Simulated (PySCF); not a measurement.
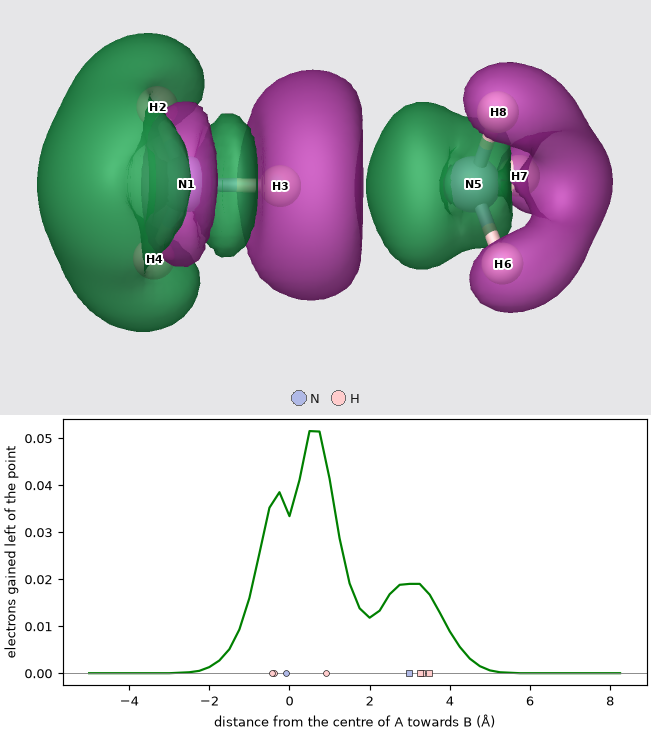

Figure 1: H6N2, SMILES `N.N`. Density of the complex less the densities of the two fragments at the same geometry, ±0.002 e/Å³ (green: gain, purple: loss). Fragment A: NH3 (atoms 1–4); fragment B: NH3. Below: the charge-displacement curve along the line of centres (A on the left).

Computed with PySCF, CAM-B3LYP/def2-SVPD, geometry: GFN2-xTB.

Input script:

```python
import numpy as np
from pyscf import gto, scf, dft
from pyscf.scf import atom_ks, atom_hf
from scipy.linalg import block_diag
from pyscf.dispersion import dftd3

def solve(mol, dm0=None, hcore=None):
    mf = (dft.UKS if mol.spin else dft.RKS)(mol, xc='camb3lyp')
    mf.grids.level = 3
    mf = mf.density_fit(auxbasis='def2-universal-jkfit')
    mf.conv_tol, mf.max_cycle = 1e-8, 80
    if hcore is not None:
        mf.get_hcore = lambda *args: hcore
    mf.kernel(dm0)
    if not mf.converged:
        mf = mf.newton().run(mf.mo_coeff, mf.mo_occ, max_cycle=30)
    assert mf.converged, 'SCF not converged'
    return mf

mol = gto.M(atom='''
N      1.62440     0.00112     0.10951
H      1.90105    -0.82639    -0.40617
H      0.60631     0.02171     0.11588
H      1.93508     0.80263    -0.42751
N     -1.47383     0.00125    -0.02707
H     -1.76712     0.85217     0.43756
H     -2.01890    -0.09153    -0.87567
H     -1.71038    -0.77522     0.57880
''', basis='def2-svpd', charge=0, spin=0, verbose=4)
mol_a = gto.M(atom='''
N      1.62440     0.00112     0.10951
H      1.90105    -0.82639    -0.40617
H      0.60631     0.02171     0.11588
H      1.93508     0.80263    -0.42751
ghost-N     -1.47383     0.00125    -0.02707
ghost-H     -1.76712     0.85217     0.43756
ghost-H     -2.01890    -0.09153    -0.87567
ghost-H     -1.71038    -0.77522     0.57880
''', basis='def2-svpd', charge=0, spin=0, verbose=4)
mol_b = gto.M(atom='''
ghost-N      1.62440     0.00112     0.10951
ghost-H      1.90105    -0.82639    -0.40617
ghost-H      0.60631     0.02171     0.11588
ghost-H      1.93508     0.80263    -0.42751
N     -1.47383     0.00125    -0.02707
H     -1.76712     0.85217     0.43756
H     -2.01890    -0.09153    -0.87567
H     -1.71038    -0.77522     0.57880
''', basis='def2-svpd', charge=0, spin=0, verbose=4)
ab, a, b = solve(mol), solve(mol_a), solve(mol_b)
e_int = ab.e_tot - a.e_tot - b.e_tot
print('counterpoise-corrected interaction energy / kcal/mol', e_int * 627.5095)
def disp(atoms, charge):
    m = gto.M(atom=atoms, charge=charge, basis='sto-3g', spin=None, unit='Bohr', verbose=0)
    return dftd3.DFTD3Dispersion(m, xc='camb3lyp', version='d3bj').get_dispersion()['energy']
e_disp = disp(mol._atom, mol.charge) - disp(mol._atom[:4], mol_a.charge) - disp(mol._atom[4:], mol_b.charge)
print('D3(BJ) part / kcal/mol', e_disp * 627.5095)
# spherically averaged free atoms, for the promolecule
atm = atom_ks.get_atm_nrks(mol, xc='camb3lyp')
pro = block_diag(*[(atm[a[0]][2] * atm[a[0]][3]) @ atm[a[0]][2].T for a in mol._atom])
np.savez('result.npz', e_int=e_int, e_disp=e_disp, dm_a=a.make_rdm1(), dm_b=b.make_rdm1(), c=ab.mo_coeff, occ=ab.mo_occ, eps=ab.mo_energy, pro=pro, d=[f.dip_moment(verbose=0) for f in (ab, a, b)])
```

Command:

```sh
OMP_NUM_THREADS=1 python input.py
```

The run took 11 s on 1 thread of Arm Neoverse V2, on a shared host, peak memory 0.41 GiB.

Partitions, critical points and surface values were worked out afterwards from this run's density.

Which way does charge flow?

Answer. Hirshfeld charges show 0.016 e passing from B to A. By Hirshfeld charges, electrons gather most on N1 (−0.019 e) and leave H3 most (+0.024 e); 0.08 e is displaced in all, which induces a dipole of 0.68 D.

What is the interaction energy, and which contacts carry it?

Answer. The counterpoise-corrected interaction energy of the frozen fragments is −2.1 kcal/mol without dispersion correction and −2.6 kcal/mol with D3(BJ). The pair geometry is semi-empirical, not a minimum at this level. Contacts: H3···N5, hydrogen bond, 2.08 Å, ρ = 0.023 a.u. The pose is a local one from a semi-empirical search, not shown to be the most stable.
